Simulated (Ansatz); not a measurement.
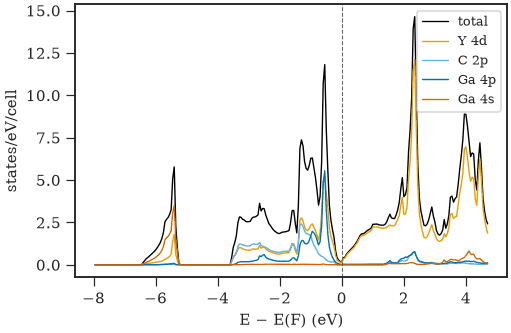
*Total and projected density of states of Y3GaC (anti-perovskite, space group No. 221), r²SCAN (plane waves, PAW; program Ansatz)*

Question: Which orbitals carry the states next to the Fermi level?

Answer: Within 0.5 eV of the Fermi level: Y 4d 68 %, Ga 4p 24 %. Projections are on Löwdin-orthogonalised atomic valence shells; empty p or d shells of many metals are not among them.

Question: Where is the tallest occupied peak in this window, and what makes it?

Answer: Near -0.5 eV, about 12 states/eV per cell; the largest projected share is Ga 4p.

Space group Pm-3m (anti-perovskite). The first step of the workflow began from a Materials Project structure, measured or hypothetical; the Crystallography Open Database copy checked does not list it. Whether it is the stable phase at ambient conditions was not checked. The r²SCAN relaxation kept the symmetry of its start; its stability against distortions is not shown here. No spin polarisation was allowed. Spin–orbit coupling is left out wherever it is not named.

Potentials: the earlier of the program's two PAW sets.
